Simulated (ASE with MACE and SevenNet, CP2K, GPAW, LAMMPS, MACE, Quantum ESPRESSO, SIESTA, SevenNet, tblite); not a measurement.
# Running glassy B2O3 (90 atoms) with machine-learned potentials

Aim: run glassy B2O3 (90 atoms) in machine-learned potentials and see how near its forces come to a plane-wave reference, and at what cost.

Method: the method is named at each step, in ASE with MACE and SevenNet.

## 1. Set-up

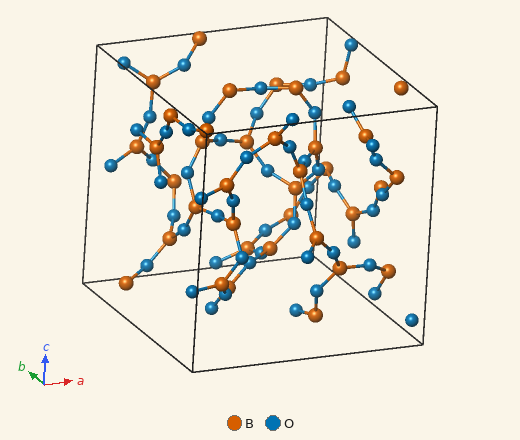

Start, viewed slightly off an axis; boron orange, oxygen blue. Bonds to atoms that aren't drawn are left out. Some periodic images of atoms are drawn too.

The cell holds 90 atoms: 36 B and 54 O. Cell: a = 10.120 Å, b = 10.120 Å, c = 10.120 Å, α = 90.0°, β = 90.0°, γ = 90.0°. 90 atoms (36 B, 54 O) placed at random at 1.93 g/cm³, melted at 3000 K for 20 ps at fixed volume with the Buckingham and Coulomb pair potential of Guillot and Sator (Geochim. Cosmochim. Acta 71, 1249 (2007)) with the boron terms of Wang et al. (J. Non-Cryst. Solids 498, 294 (2018)). Quenched from 3000 K to 300 K at 50 K/ps and fixed volume, held 10 ps at zero pressure, then minimised at fixed cell.

The yardstick, on the same geometry:

| Quantity | Value |
| --- | --- |
| method | Kohn-Sham DFT, PBE, SSSP efficiency 1.3.0 pseudopotentials, plane waves (Quantum ESPRESSO 7.5); sssp-pbe-1.3.0-efficiency, cutoffs 60/480 Ry, Γ point |
| r.m.s. force component | 0.7075 eV/Å |
| longest force | 3.16 eV/Å |
| pressure | -10.14 GPa |
| gap (highest filled to lowest empty level) | 4.663 eV |
| time | 72 s on 4 MPI ranks of Arm Neoverse V2, shared host |
| CPU time | 4.8 min |

## 2. MACE MP-0b2 small potential

Method: machine-learned interatomic potential MACE MP-0b2 small, trained on PBE(+U) plane-wave data.

Input file run.py:

```python
import numpy as np
from ase.io import read
import mlip  # loads the published weights by name

atoms = read("structure.xyz")
atoms.calc = mlip.calc("mace-mp-0b2-small")
energy = atoms.get_potential_energy()
forces = atoms.get_forces()
print(f"energy {energy:.6f} eV")
print("forces (eV/A)")
for i, (a, f) in enumerate(zip(atoms, forces)):
    print(f"{i:4d} {a.symbol:2s} {f[0]:10.5f} {f[1]:10.5f} {f[2]:10.5f}")
stress = -atoms.get_stress(voigt=False) * 160.21766
print("stress (GPa, compression positive)")
for row in stress:
    print(" ".join(f"{x:10.4f}" for x in row))
```

Input file structure.xyz:

```xyz
90
Lattice="10.11952 0.00000 0.00000 0.00000 10.11952 0.00000 0.00000 0.00000 10.11952" Properties=species:S:1:pos:R:3 pbc="T T T"
B 8.82786 9.71555 2.01905
B 9.64957 8.51720 4.34927
B 3.03545 3.21882 4.76518
B 7.80893 1.53118 8.55970
B 7.37571 2.25190 2.73247
B 5.88238 8.14267 6.05744
B 3.95248 1.82769 8.79487
B 9.71595 6.04581 3.35189
B 3.83034 4.90068 1.32181
B 0.25663 0.56487 10.03755
B 9.58905 7.41214 8.63053
B 6.96334 3.32467 0.38009
B 2.70383 5.95827 4.49195
B 4.05439 6.27097 9.15989
B 9.89092 2.95955 2.04020
B 7.21309 6.24243 4.65660
B 5.60723 2.73784 6.87379
B 9.51670 1.97361 6.44472
B 2.00903 1.95772 6.98490
B 7.56414 9.15725 7.92237
B 0.00729 3.28803 9.67821
B 6.65207 5.63232 9.21069
B 6.12008 5.99116 2.31191
B 0.43666 7.16604 1.05739
B 2.12631 9.21018 8.64703
B 7.31166 4.91637 6.85638
B 2.47807 2.80968 2.40581
B 3.40846 7.12283 6.74901
B 5.71065 1.13308 4.61369
B 0.39375 5.11926 7.60512
B 4.31982 9.73356 10.04119
B 9.93970 4.14020 5.15144
B 3.55893 9.68256 4.07675
B 2.55781 7.79082 2.47351
B 1.59119 9.24317 5.94714
B 6.40920 8.56152 1.32212
O 1.09787 2.61367 2.32182
O 4.25910 1.00669 9.87645
O 6.36326 3.90087 6.77229
O 7.46355 0.18832 8.70825
O 4.95148 2.48829 8.08145
O 2.62723 6.71359 5.66410
O 7.48591 2.50944 9.49029
O 2.58200 9.73751 5.08243
O 8.48026 1.83609 7.36762
O 0.69845 1.53796 6.73940
O 5.53669 1.83892 5.81245
O 9.87908 7.41123 9.99626
O 3.01541 4.60428 4.57898
O 7.53287 9.30965 1.67761
O 6.68880 2.79967 1.63916
O 9.97845 4.80495 3.92951
O 6.97579 5.70751 3.38721
O 3.31728 6.51161 8.00150
O 6.50220 7.38442 5.05490
O 8.76765 2.39984 2.64949
[... 30 atom lines left out ...]
O 1.07743 9.79620 9.35428
O 2.58665 6.63324 3.27478
O 5.45746 6.34271 9.07164
O 7.50089 5.52101 8.10098
```

The run is started by

```console
OMP_NUM_THREADS=1 python run.py > output.txt
```

The log of the run:

```text
energy -709.091538 eV
forces (eV/A)
   0 B    -0.01694   -1.51632   -0.29065
   1 B     1.10047    0.02880   -1.56259
   2 B    -1.70630    0.34538   -0.03697
   3 B     0.19761   -0.25644   -0.08425
   4 B     0.02156    0.31106   -0.90086
   5 B     0.28352   -1.85807    1.09134
   6 B     0.17517   -1.09464   -1.95160
   7 B     1.01517    1.35489   -0.23363
   8 B     1.00620    0.17214   -0.06874
   9 B     0.15397    0.06846    0.13975
  10 B    -0.22765   -0.60274    0.48695
  11 B     0.81150   -0.25557   -0.31664
  12 B     0.97303    0.23654    0.35860
  13 B     1.21367   -1.02658    0.06609
  14 B     0.16745   -0.50619   -1.30907
  15 B    -1.71138    0.24049    0.76541
  16 B     0.36241    0.12112   -0.37426
  17 B     0.63129    1.76440    1.22422
  18 B     0.35204    0.83166   -0.69179
  19 B     0.39558   -0.27465   -0.56877
  20 B     0.14578   -0.31009    0.68371
  21 B    -1.64207   -1.81066   -0.94530
  22 B    -1.06458    1.49224    0.00195
  23 B    -0.15372   -0.17301    0.67694
[...]
82 O     0.00909    0.39206   -0.29583
  83 O     0.08929    0.21017   -0.48957
  84 O     0.23372    0.11954   -0.31572
  85 O     0.08810   -0.35783    0.11189
  86 O    -0.24383    0.11683    0.14209
  87 O    -0.06779   -0.69784    0.06253
  88 O     0.62335    0.20868   -0.18056
  89 O     0.30503    0.18684   -0.32061
stress (GPa, compression positive)
   -7.9138    -1.5757    -0.7033
   -1.5757    -7.4126     1.9078
   -0.7033     1.9078   -11.1466
```

Wall time 6.8 s (1 thread of Arm Neoverse V2, shared host); peak memory 0.7 GiB.

Banners, paths, timers and routine set-up lines are dropped from the logs unmarked, and long logs keep their key lines alone; longer cuts are marked.

Compared with the plane-wave run:

```yaml
r_m_s_force_component: 0.6195 eV/Å
r_m_s_difference_of_force_components: 132.7 meV/Å
longest_difference_of_force_vectors: 565.1 meV/Å
force_difference_over_r_m_s_force: 18.76 %
slope_of_forces_against_the_reference_s: 0.8657
correlation_of_force_components: 0.9888
pressure: -8.824 GPa
pressure_difference: 1.313 GPa
```

Length of the force difference by element (eV/Å):

```csv
element,atoms,mean,most
B,36,0.28,0.57
O,54,0.15,0.32
```

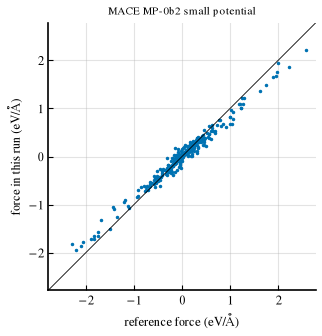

Force components against those of the reference; the line marks equality.

A closer look about B35, picked at random: 9 atoms, nearest first, numbered in the order of the input, with positions taken from that point.

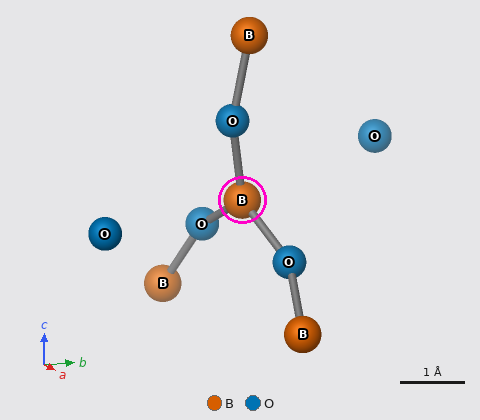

The atoms of the table, within 2.8 Å (arrows a, b, c point along x, y, z); some may hide others; the central atom is ringed.

```csv
atom,x,y,z,distance (Å),Fx,Fy,Fz (eV/Å)
B35,0.00,0.00,0.00,0.00,0.23,-0.16,-1.26
O60,-1.25,-0.31,-0.55,1.40,-0.34,-0.10,0.25
O86,0.37,-0.26,1.33,1.40,0.09,-0.36,0.11
O44,0.99,0.49,-0.86,1.40,0.10,0.09,0.38
O46,-0.89,2.41,0.79,2.69,0.29,-0.39,0.53
B2,-2.06,-0.73,-1.60,2.71,1.10,0.03,-1.56
O42,1.04,-2.53,-0.28,2.75,-0.21,0.15,0.39
B33,1.97,0.44,-1.87,2.75,-0.69,-0.82,0.93
B25,0.54,-0.03,2.70,2.75,-0.10,1.87,0.43
```

Atoms are counted from 1 here, from 0 in the log.

Forces lie 19 % from the reference's, at 0.017 times its CPU time (on 1 against 4 cores).

## 3. SevenNet l3i5 potential

Method: machine-learned interatomic potential SevenNet l3i5, trained on PBE(+U) plane-wave data.

Edit run.py of step 2 so:

```diff
@@ -5,3 +5,3 @@
 atoms = read("structure.xyz")
-atoms.calc = mlip.calc("mace-mp-0b2-small")
+atoms.calc = mlip.calc("7net-l3i5")
 energy = atoms.get_potential_energy()
```

structure.xyz is that of step 2.

The log of the run:

```text
energy -708.032471 eV
forces (eV/A)
   0 B    -0.06627   -1.40136   -0.50990
   1 B     1.06906   -0.03946   -1.66161
   2 B    -1.76793    0.24388   -0.11871
   3 B     0.15768   -0.50297   -0.00063
   4 B    -0.00644    0.37281   -1.03956
   5 B     0.25701   -1.87511    1.11420
   6 B     0.22859   -1.18026   -2.05616
   7 B     1.09727    1.56874   -0.21542
   8 B     1.07792    0.34214   -0.13814
   9 B    -0.02774    0.14105    0.27485
  10 B    -0.05813   -0.67980    0.70437
  11 B     0.86960   -0.35691   -0.26646
  12 B     0.85360    0.44963    0.54855
  13 B     1.21257   -1.02908    0.10590
  14 B    -0.17032   -0.45858   -1.57947
  15 B    -1.78623    0.14579    0.73624
  16 B     0.27634    0.16604   -0.16379
  17 B     0.75418    1.80574    1.26467
  18 B     0.52807    0.98692   -0.91045
  19 B     0.41104   -0.20050   -0.58942
  20 B     0.13530   -0.39191    0.88516
  21 B    -1.70476   -2.02855   -1.07163
  22 B    -0.96498    1.69801    0.01855
  23 B    -0.21067   -0.26469    0.72654
[...]
82 O     0.21422    0.27481   -0.34034
  83 O     0.04729    0.20845   -0.64139
  84 O     0.25111    0.18956   -0.28292
  85 O     0.06535   -0.27101    0.14453
  86 O    -0.04408    0.06224    0.11281
  87 O     0.00082   -0.78643    0.04032
  88 O     0.83698    0.13035   -0.32478
  89 O     0.19003    0.23941   -0.24200
stress (GPa, compression positive)
   -8.6260    -1.6753    -0.8652
   -1.6753    -8.0217     2.0118
   -0.8652     2.0118   -12.0804
```

Run time: 8.1 s. Hardware: 1 thread; peak memory 1.8 GiB.

Numbers from this run, and their distance from the reference:

* r.m.s. force component: 0.6569 eV/Å
* r.m.s. difference of force components: 79.05 meV/Å
* longest difference of force vectors: 378 meV/Å
* force difference over r.m.s. force: 11.17 %
* slope of forces against the reference's: 0.9248
* correlation of force components: 0.996
* pressure: -9.576 GPa
* pressure difference: 0.5617 GPa

Against the first run (19 %), the force difference from the reference is 11 %, at 1.5 times the CPU time.

## 4. MACE MPA-0 medium potential

Method: machine-learned interatomic potential MACE MPA-0 medium, trained on PBE(+U) plane-wave data.

Edit run.py of step 3 so:

```diff
@@ -5,3 +5,3 @@
 atoms = read("structure.xyz")
-atoms.calc = mlip.calc("7net-l3i5")
+atoms.calc = mlip.calc("mace-mpa-0-medium")
 energy = atoms.get_potential_energy()
```

structure.xyz is that of step 3.

The log of the run:

```text
energy -708.270929 eV
forces (eV/A)
   0 B    -0.04329   -1.45563   -0.45916
   1 B     1.26357   -0.14612   -1.66403
   2 B    -1.83447    0.27453   -0.20620
   3 B     0.16498   -0.37031   -0.00340
   4 B     0.07324    0.44316   -1.13606
   5 B     0.37674   -1.95833    1.17816
   6 B     0.24573   -1.29975   -2.15342
   7 B     1.08576    1.58260   -0.25520
   8 B     1.10184    0.22282   -0.21846
   9 B     0.01002    0.28011    0.21375
  10 B    -0.13156   -0.74151    0.59934
  11 B     0.92341   -0.35881   -0.15605
  12 B     1.02168    0.39462    0.53883
  13 B     1.12996   -1.13627    0.01699
  14 B    -0.17715   -0.56936   -1.60323
  15 B    -1.73625    0.16470    0.72327
  16 B     0.27600    0.11642   -0.25731
  17 B     0.85287    1.97086    1.37552
  18 B     0.49626    0.89063   -0.78713
  19 B     0.47273   -0.04688   -0.63936
  20 B     0.11821   -0.39832    0.97209
  21 B    -1.76850   -2.28194   -1.13895
  22 B    -1.11120    1.61065    0.22182
  23 B    -0.16585   -0.21965    0.73970
[...]
82 O     0.07927    0.44924   -0.33594
  83 O     0.11950    0.16911   -0.51302
  84 O     0.27880    0.14483   -0.26438
  85 O     0.09511   -0.48446    0.17617
  86 O    -0.13525   -0.07226    0.13326
  87 O    -0.07353   -0.82345    0.03456
  88 O     0.86122    0.25399   -0.22068
  89 O     0.23831    0.27432   -0.14037
stress (GPa, compression positive)
   -7.9331    -1.6160    -0.9607
   -1.6160    -7.4156     2.0255
   -0.9607     2.0255   -11.4458
```

Wall time 5.7 s (1 thread); peak memory 1.2 GiB.

Numbers from this run, and their distance from the reference:

```
r.m.s. force component                  : 0.6889 eV/Å
r.m.s. difference of force components   : 71.42 meV/Å
longest difference of force vectors     : 224.2 meV/Å
force difference over r.m.s. force      : 10.09 %
slope of forces against the reference's : 0.9689
correlation of force components         : 0.9951
pressure                                : -8.931 GPa
pressure difference                     : 1.206 GPa
```

Against the first run (19 %), the force difference from the reference is 10 %, at 1.2 times the CPU time.

## 5. All runs compared

Differences are against the plane-wave reference, forces as r.m.s. over components; share is that over the reference's r.m.s. force, slope the least-squares factor from reference forces to these. Total energies of different programs have different zeros and aren't compared.

```csv
run,"Δ force, r.m.s. (meV/Å)",share (%),slope,Δ pressure (GPa),cores,CPU time,memory (GiB)
reference,-,-,-,-,4,4.8 min,2.8
MACE MP-0b2 small potential,133,18.8,0.866,1.31,1,4.8 s,0.7
SevenNet l3i5 potential,79.0,11.2,0.925,0.562,1,7.3 s,1.8
MACE MPA-0 medium potential,71.4,10.1,0.969,1.21,1,5.7 s,1.2
```

Times of the machine-learned potentials are mostly Python's start and the loading of weights.

CPU time is summed over cores on a shared host, where runs went side by side, so it is rough. Symmetry, cutoffs, thresholds, outputs and thread counts weren't matched or tuned between programs; memory under MPI is the largest rank's times the ranks.

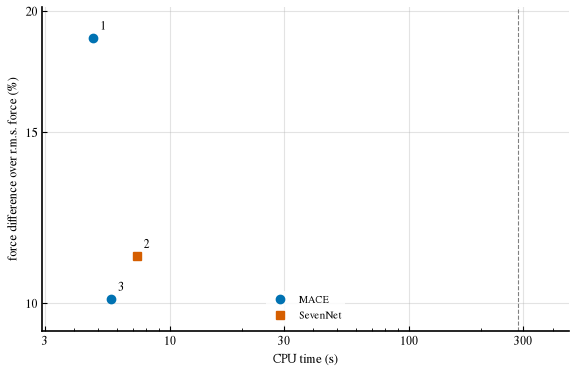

Force difference against CPU time; the dashed line marks the reference's time. Points: 1 MACE MP-0b2 small potential; 2 SevenNet l3i5 potential; 3 MACE MPA-0 medium potential.

## 6. Summary of results

| Property | Result |
| --- | --- |
| nearest in forces | MACE MPA-0 medium potential, 10 % |
| its CPU time | 5.7 s |

Machine-learned potentials differ by 10 % (MACE MPA-0 medium potential) to 19 % (MACE MP-0b2 small potential); they were trained on other programs' data. The reference's pressure holds the uncorrected Pulay stress of its 60 Ry basis, so small pressure differences, and their order, may be the reference's own error. Machine-learned potentials mimic data converged in k, so the reference's own k-point error enters their differences. The quench rate of 50 K/ps is many orders above laboratory rates, so the cell is likely richer in defects and strain than a real sample. The network of bonds at the start is that of the classical potential that made the cell, and needn't be the one that DFT or experiment would give. The reference's stress is far from hydrostatic: its diagonal is -9.2, -8.5, -12.8 GPa, compression counted positive. The electronic-structure runs sample only Γ, in a cell whose shortest periodic width is 10 Å.

[Also dropped from logs without a mark: logging warnings of Python, and SIESTA's first energy breakdown and zero terms.]

[Logs are printed without paths, hosts, clocks, repeated set-up lines and the standing remarks that a program may print on its own settings, such as how far it seeks lower states.]

[Hosts, paths, dates, database ids (printed as entryN), source tags and the programs' standing remarks are cut or masked in the printed files.]
